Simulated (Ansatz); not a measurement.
**Run report: C2H10B2Si, molecular dynamics (part 3 of 3)**

The same run, continued: C2H10B2Si, SMILES CCBB[SiH3]; RKS BLYP-D4/STO-3G (Ansatz 0.2.0). It belongs to a series of runs on one base structure; here: dynamics from the start.

## What the program printed, continued
```
md step   219: t =   109.50 fs  T =   257.7 K  F+E_penalty+E_count = -11328.94951775 eV  E_kin = 0.433069 eV  conserved = -11328.51644877 eV  (17 SCF iters, 3 dispersion substeps)
md step   220: t =   110.00 fs  T =   246.5 K  F+E_penalty+E_count = -11328.93037472 eV  E_kin = 0.414269 eV  conserved = -11328.51610535 eV  (17 SCF iters, 3 dispersion substeps)
md step   221: t =   110.50 fs  T =   229.7 K  F+E_penalty+E_count = -11328.90161566 eV  E_kin = 0.385980 eV  conserved = -11328.51563523 eV  (17 SCF iters, 3 dispersion substeps)
md step   222: t =   111.00 fs  T =   211.6 K  F+E_penalty+E_count = -11328.87065603 eV  E_kin = 0.355498 eV  conserved = -11328.51515796 eV  (12 SCF iters, 3 dispersion substeps)
md step   223: t =   111.50 fs  T =   196.5 K  F+E_penalty+E_count = -11328.84497364 eV  E_kin = 0.330173 eV  conserved = -11328.51480086 eV  (12 SCF iters, 3 dispersion substeps)
md step   224: t =   112.00 fs  T =   187.7 K  F+E_penalty+E_count = -11328.83014381 eV  E_kin = 0.315488 eV  conserved = -11328.51465625 eV  (12 SCF iters, 3 dispersion substeps)
md step   225: t =   112.50 fs  T =   186.7 K  F+E_penalty+E_count = -11328.82842649 eV  E_kin = 0.313679 eV  conserved = -11328.51474703 eV  (12 SCF iters, 3 dispersion substeps)
md step   226: t =   113.00 fs  T =   192.4 K  F+E_penalty+E_count = -11328.83840416 eV  E_kin = 0.323382 eV  conserved = -11328.51502259 eV  (11 SCF iters, 3 dispersion substeps)
md step   227: t =   113.50 fs  T =   202.5 K  F+E_penalty+E_count = -11328.85573709 eV  E_kin = 0.340352 eV  conserved = -11328.51538490 eV  (12 SCF iters, 3 dispersion substeps)
md step   228: t =   114.00 fs  T =   213.6 K  F+E_penalty+E_count = -11328.87465485 eV  E_kin = 0.358926 eV  conserved = -11328.51572920 eV  (12 SCF iters, 3 dispersion substeps)
md step   229: t =   114.50 fs  T =   22
md step   394: t =   197.00 fs  T =   228.0 K  F+E_penalty+E_count = -11328.89898902 eV  E_kin = 0.383185 eV  conserved = -11328.51580368 eV  (17 SCF iters, 3 dispersion substeps)
md step   395: t =   197.50 fs  T =   213.2 K  F+E_penalty+E_count = -11328.87401721 eV  E_kin = 0.358323 eV  conserved = -11328.51569406 eV  (12 SCF iters, 3 dispersion substeps)
md step   396: t =   198.00 fs  T =   196.3 K  F+E_penalty+E_count = -11328.84530533 eV  E_kin = 0.329781 eV  conserved = -11328.51552440 eV  (12 SCF iters, 3 dispersion substeps)
md step   397: t =   198.50 fs  T =   178.7 K  F+E_penalty+E_count = -11328.81562519 eV  E_kin = 0.300315 eV  conserved = -11328.51531002 eV  (12 SCF iters, 3 dispersion substeps)
md step   398: t =   199.00 fs  T =   162.6 K  F+E_penalty+E_count = -11328.78839255 eV  E_kin = 0.273304 eV  conserved = -11328.51508872 eV  (12 SCF iters, 3 dispersion substeps)
md step   399: t =   199.50 fs  T =   150.1 K  F+E_penalty+E_count = -11328.76706314 eV  E_kin = 0.252149 eV  conserved = -11328.51491449 eV  (12 SCF iters, 3 dispersion substeps)
these checks for a lower state are left out or cut short: stability, starts, cluster_reference, orbital_swaps, neighbouring_geometries, increment
554 factors; integrals over basis functions are off by at most 4.7e-5 eV
mean field -11328.15983318 eV, -416.3021953669 hartree, gradient 1.3e-6 eV, S^2 0.000000; 0 other end points of the search recorded, 0 dependent functions left out
the calculation of the forces begins
reference -11328.16013927 eV, -416.3022066153 hartree; 23, 23 occupied and 16, 16 virtual orbitals, 554 factors
md step   400: t =   200.00 fs  T =   142.5 K  F+E_penalty+E_count = -11328.75430989 eV  E_kin = 0.239473 eV  conserved = -11328.51483692 eV  (12 SCF iters, 3 dispersion substeps)
```

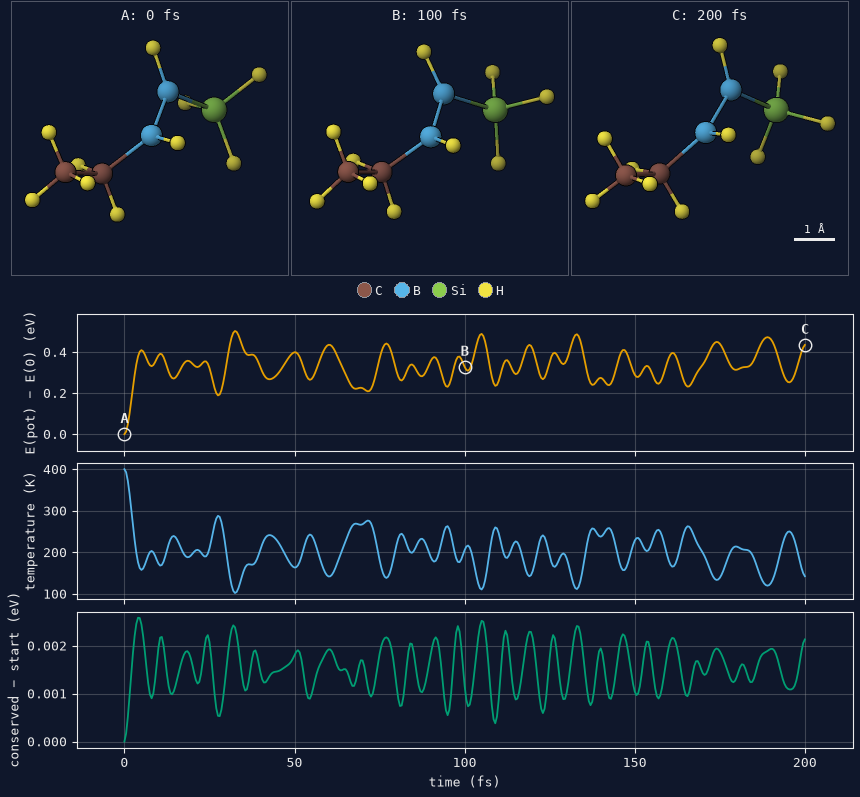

*Frames of the molecular dynamics (ball-and-stick, seen at a tilt) above the curves, on which the letters mark them.*

The trajectory kept here has 401 frames over 200 fs. The temperature starts at 400 K, ranges from 102 to 400 K and averages 196 K over the second half. The potential energy ends 0.435 eV above its first value. The conserved quantity stays within 0.0026 eV. After an unweighted best fit of the last frame on the first, the root-mean-square displacement is 0.55 Å, and H13 has moved furthest (1.16 Å).

```
Total energy: -11328.75461598 eV, -416.3240532316 hartree
Atom 0 at    -1.275376    -1.913403    -1.438769 Å, force     0.528891     0.653405    -0.034146 eV/Å
Atom 1 at    -0.081495    -1.133704    -0.773159 Å, force    -1.060182    -0.798189     1.564529 eV/Å
Atom 2 at    -0.546673    -0.006880     0.225912 Å, force    -0.025855     0.729335     0.039904 eV/Å
Atom 3 at    -0.094661     1.515223     0.553602 Å, force     0.597353    -0.407890    -0.616080 eV/Å
Atom 4 at     1.548087     1.947446     1.579899 Å, force    -1.148481    -1.725292     0.474078 eV/Å
Atom 5 at    -1.787087    -1.225692    -2.106956 Å, force    -1.101999     0.915388     0.130766 eV/Å
Atom 6 at    -1.950978    -2.371844    -0.695567 Å, force    -0.089279    -0.176017    -0.244736 eV/Å
Atom 7 at    -0.884263    -2.588743    -2.193392 Å, force     0.462102    -1.505004     0.080356 eV/Å
Atom 8 at     0.542256    -0.830660    -1.576983 Å, force     1.598327     0.639923    -1.169810 eV/Å
Atom 9 at     0.474321    -1.830037    -0.073193 Å, force    -0.001534     0.132901    -0.625249 eV/Å
Atom 10 at    -1.397146    -0.380799     0.927256 Å, force    -0.548405    -0.311996     0.679600 eV/Å
Atom 11 at    -0.722874     2.409823     0.117239 Å, force    -0.152399     0.177529     0.000780 eV/Å
Atom 12 at     1.262211     1.660876     2.985191 Å, force     0.105032     0.246891    -0.027781 eV/Å
Atom 13 at     2.635118     1.078728     1.222129 Å, force     0.335630    -0.313074    -0.189202 eV/Å
Atom 14 at     1.988575     3.253834     1.403484 Å, force     0.500800     1.742090    -0.063008 eV/Å
Dipole moment:     0.032955    -0.034835    -0.038444 e Å
Checks for a lower state left out: stability, starts, cluster_reference, orbital_swaps, neighbouring_geometries, increment
```

## Trajectory as extended XYZ (Å, eV, eV/Å), 7 of the 401 frames kept, from step=0 to step=400
```
15
Properties=species:S:1:pos:R:3:forces:R:3 step=0 time_fs=0.0 energy=-11329.18912 temperature=400.0
C    -1.2424   -1.7854   -1.5071   -0.0028  -0.0011  -0.0044
C    -0.0375   -1.0569   -0.7934   -0.0018  -0.0003   0.0018
B    -0.5381   -0.1493    0.4254    0.0012  -0.0041  -0.0036
B    -0.1518    1.4013    0.6045    0.0008   0.0056   0.0038
Si    1.5142    1.9272    1.5392   -0.0009  -0.0023  -0.0004
H    -1.9429   -1.0490   -1.9507    0.0031  -0.0031   0.0023
H    -1.8072   -2.4102   -0.7865    0.0019   0.0023   0.0004
H    -0.8704   -2.4392   -2.3229    0.0003   0.0012   0.0014
H     0.5493   -0.5023   -1.5552   -0.0013  -0.0012   0.0003
H     0.6366   -1.8426   -0.3763   -0.0012   0.0029  -0.0018
H    -1.1818   -0.7125    1.2498   -0.0007   0.0022   0.0007
H    -0.8129    2.2866    0.1807    0.0012  -0.0026  -0.0013
H     1.2148    2.8607    2.6179    0.0009  -0.0009  -0.0007
H     2.2546    0.8111    2.1064    0.0007   0.0019   0.0000
H     2.3938    2.6100    0.5976   -0.0015  -0.0004   0.0015
15
Properties=species:S:1:pos:R:3:forces:R:3 step=67 time_fs=33.5 energy=-11328.70589 temperature=113.6
C    -1.2550   -1.8445   -1.5178   -1.3543   0.3709  -1.0869
C    -0.0362   -1.1560   -0.7977    0.3816   1.1705   0.3030
B    -0.5150   -0.0749    0.3466    0.2070  -0.2552   0.3693
B    -0.1568    1.4807    0.5613    0.1665   0.3309  -0.2284
Si    1.5210    1.9401    1.5691   -0.3868  -0.6400  -1.9061
H    -2.0541   -1.0996   -1.8572    0.6221  -0.4840   0.9550
H    -1.6948   -2.5625   -0.7558    0.0494   0.3439  -1.1556
H    -1.0200   -2.3227   -2.5333    0.3633  -0.1622   1.5185
H     0.6513   -0.6109   -1.5363   -0.5951  -1.0381   0.6913
H     0.4943   -1.9925   -0.2560    0.2530   0.5839  -0.4833
H    -1.0633   -0.4491    1.3700    0.0928  -0.2615  -0.7733
H    -0.8127    2.4435    0.2873    0.0844  -0.4288   0.0395
H     1.1439    2.5498    2.7689   -0.2492   0.9140   1.3242
H     2.3202    0.8054    1.8843    0.4317  -0.6513   0.2427
H     2.3443    2.7894    0.7169   -0.0665   0.2070   0.1903
15
Properties=species:S:1:pos:R:3:forces:R:3 step=133 time_fs=66.5 energy=-11328.94775 temperature=257.1
C    -1.2757   -1.8137   -1.4416    0.4246   0.0707  -0.2175
C    -0.0312   -1.1082   -0.7939   -0.9070  -1.0292   1.6494
B    -0.4860   -0.0966    0.3262   -1.0882  -0.0191   0.9116
B    -0.1072    1.4462    0.5302    0.0220   0.3298  -0.5619
Si    1.5070    1.9350    1.5675    0.3574   0.5015  -1.5468
H    -1.9855   -1.0686   -1.7973   -0.8152   0.5624   0.1844
H    -1.7533   -2.5235   -0.7429   -0.1290  -0.0191  -0.1003
H    -0.9587   -2.3034   -2.3697    0.2239  -0.7879  -0.1778
H     0.5460   -0.6742   -1.5761    1.2835   0.6470  -1.1844
H     0.5548   -1.8977   -0.2492    0.1415   0.2101  -0.4633
H    -1.2708   -0.5539    1.1439    0.6122   0.1897  -0.4753
H    -0.7799    2.2897    0.0056    0.2920  -0.1795   0.3500
H     1.1315    2.3351    2.8637   -0.3299   0.4000   1.2396
H     2.3974    0.8202    1.6843    0.3610  -0.4695   0.1409
H     2.2954    3.0307    0.9484   -0.4487  -0.4067   0.2515
15
Properties=species:S:1:pos:R:3:forces:R:3 step=200 time_fs=100.0 energy=-11328.86097 temperature=205.4
C    -1.2808   -1.7883   -1.4138    0.5823  -0.0026  -0.0968
C    -0.0659   -1.0472   -0.7711    0.8665   0.6605  -2.2097
B    -0.5322   -0.1365    0.3902   -1.1518   0.4231   0.9334
B    -0.0429    1.3935    0.4309    0.2377   0.1486   0.2165
Si    1.5068    1.9107    1.5531    0.4433   1.4555   0.2935
H    -1.9340   -1.0304   -1.8641   -0.3071  -0.0640  -0.5681
H    -1.8639   -2.3626   -0.7036   -0.4777  -0.3468   0.8872
H    -0.8774   -2.5108   -2.1354   -0.2082  -0.0279  -0.7317
H     0.4750   -0.5297   -1.6413   -0.4974  -0.3210   1.0761
H     0.6567   -1.7647   -0.3932    0.6092  -0.9452   0.4814
H    -1.2897   -0.7209    1.1350    0.5499   0.6754  -0.1099
H    -0.4929    2.3005   -0.1916   -0.1742  -0.2768   0.0802
H     0.9655    2.1547    2.8967    0.0125  -0.2921  -0.1295
H     2.6200    0.9705    1.6892   -0.2211   0.0170  -0.1134
H     2.0609    3.2688    1.2075   -0.2638  -1.1038  -0.0090
15
Properties=species:S:1:pos:R:3:forces:R:3 step=267 time_fs=133.5 energy=-11328.71117 temperature=117.0
C    -1.2733   -1.8429   -1.5001   -1.7357  -0.8647   1.6668
C    -0.1135   -1.0602   -0.7963    1.5877  -1.8212   1.5072
B    -0.5078   -0.1088    0.4367   -0.6943   0.1196  -0.7030
B    -0.0135    1.4241    0.4033    0.3019   0.1629   1.0204
Si    1.5103    1.9495    1.5760    0.3021   0.1830   0.6526
H    -1.9876   -1.1378   -2.0312    0.9102  -0.8245  -0.2343
H    -1.9172   -2.2911   -0.6563    0.6715   0.4215  -0.9707
H    -0.9066   -2.7548   -2.0740   -0.3326   1.3013  -0.1500
H     0.4935   -0.5190   -1.5059    0.4792   0.6017  -1.1624
H     0.6390   -1.8681   -0.3910   -1.2245   1.1534  -0.3408
H    -1.2440   -0.5148    1.2798    0.1850  -0.0942  -0.0788
H    -0.5500    2.2870   -0.1776   -0.2662   0.1257  -0.3086
H     1.0450    1.9073    3.0138    0.3109  -0.0320  -1.0923
H     2.5422    0.9032    1.4140   -0.1236   0.5233   0.2002
H     2.1074    3.3120    1.3702   -0.3717  -0.9557  -0.0064
15
Properties=species:S:1:pos:R:3:forces:R:3 step=333 time_fs=166.5 energy=-11328.94649 temperature=256.3
C    -1.2786   -1.8986   -1.4741   -0.0346   0.7942  -0.1308
C    -0.0752   -1.1451   -0.7935    0.3187   1.9734  -1.3368
B    -0.5494   -0.0218    0.2706    0.0060  -0.2745  -0.5691
B    -0.0945    1.4958    0.4918    0.9861  -0.2451   0.4250
Si    1.5515    1.9422    1.5939   -1.1354  -0.7578   0.3230
H    -1.9073   -1.1539   -2.0154    0.2233  -0.2789  -0.2343
H    -1.9120   -2.2723   -0.6698   -0.4581  -0.6507   0.4183
H    -0.9929   -2.7306   -2.1616    0.0971   0.3105   0.2289
H     0.6614   -0.7381   -1.5695   -0.8818  -0.4475   0.6553
H     0.4907   -1.8218   -0.1769    0.8291  -1.3180   0.7482
H    -1.3118   -0.4312    1.0685   -0.2572  -0.1754   0.3253
H    -0.7002    2.4191    0.1089   -0.2269   0.3118  -0.1782
H     1.1828    1.7842    3.0384    0.3042   0.2732  -0.8451
H     2.6848    1.0580    1.3373   -0.0883   0.0866  -0.0176
H     1.9135    3.2988    1.2788    0.3178   0.3981   0.1878
15
Properties=species:S:1:pos:R:3:forces:R:3 step=400 time_fs=200.0 energy=-11328.75431 temperature=142.5
C    -1.2754   -1.9134   -1.4388    0.5289   0.6534  -0.0341
C    -0.0815   -1.1337   -0.7732   -1.0602  -0.7982   1.5645
B    -0.5467   -0.0069    0.2259   -0.0259   0.7293   0.0399
B    -0.0947    1.5152    0.5536    0.5974  -0.4079  -0.6161
Si    1.5481    1.9474    1.5799   -1.1485  -1.7253   0.4741
H    -1.7871   -1.2257   -2.1070   -1.1020   0.9154   0.1308
H    -1.9510   -2.3718   -0.6956   -0.0893  -0.1760  -0.2447
H    -0.8843   -2.5887   -2.1934    0.4621  -1.5050   0.0804
H     0.5423   -0.8307   -1.5770    1.5983   0.6399  -1.1698
H     0.4743   -1.8300   -0.0732   -0.0015   0.1329  -0.6252
H    -1.3971   -0.3808    0.9273   -0.5484  -0.3120   0.6796
H    -0.7229    2.4098    0.1172   -0.1524   0.1775   0.0008
H     1.2622    1.6609    2.9852    0.1050   0.2469  -0.0278
H     2.6351    1.0787    1.2221    0.3356  -0.3131  -0.1892
H     1.9886    3.2538    1.4035    0.5008   1.7421  -0.0630
```

This output came from the following input.

## Input file
```yaml
crystal:
  periodic: [false, false, false]
  atoms:
    - { symbol: C, position_ang: [-1.242396, -1.785448, -1.507092] }
    - { symbol: C, position_ang: [-0.037511, -1.056914, -0.793407] }
    - { symbol: B, position_ang: [-0.538076, -0.149271, 0.425377] }
    - { symbol: B, position_ang: [-0.151769, 1.401345, 0.604482] }
    - { symbol: Si, position_ang: [1.514217, 1.927183, 1.539233] }
    - { symbol: H, position_ang: [-1.942921, -1.049023, -1.950725] }
    - { symbol: H, position_ang: [-1.807153, -2.410246, -0.786511] }
    - { symbol: H, position_ang: [-0.870444, -2.439151, -2.322877] }
    - { symbol: H, position_ang: [0.549289, -0.502309, -1.555201] }
    - { symbol: H, position_ang: [0.636558, -1.842642, -0.376294] }
    - { symbol: H, position_ang: [-1.181793, -0.712455, 1.249752] }
    - { symbol: H, position_ang: [-0.812902, 2.286569, 0.180741] }
    - { symbol: H, position_ang: [1.214816, 2.860659, 2.617932] }
    - { symbol: H, position_ang: [2.254551, 0.811086, 2.106405] }
    - { symbol: H, position_ang: [2.393834, 2.610017, 0.597583] }
basis:
  gaussian: { orbitals: STO-3G }
hamiltonian:
  xc: blyp
  dispersion: d4
md:
  timestep: 0.5
  n_steps: 400
  ensemble: nve
  temperature: 400.0
  initial_velocities: maxwell_boltzmann
  seed: 323892
  masses: [{ species: H, mass: 2.014 }]
scf:
  lower_state_search: "off"
```

Run as:
```bash
ansatz run input.yaml --threads 1 --pin off --max-ram 2048MiB --backend cpu --events-out ev --progress --plain --runs-dir out
```

## Summary

```csv
quantity,value
outcome,finished
mean temperature over the second half,196 K
trajectory,"400 steps, 200 fs"
ensemble,nve
temperature in the input,400.0 K
time step,0.5 fs
potential energy (last step),−11328.7546 eV
mean-field energy (last step),−11328.1601 eV
largest force (length of the vector) (last step),2.126 eV/Å
hardware,"1 thread of Arm Neoverse V2, 24 GiB of memory available, shared host"
wall time,10 min
peak memory,0.084 GiB
```

## Notes

So short a trajectory is not equilibrated.
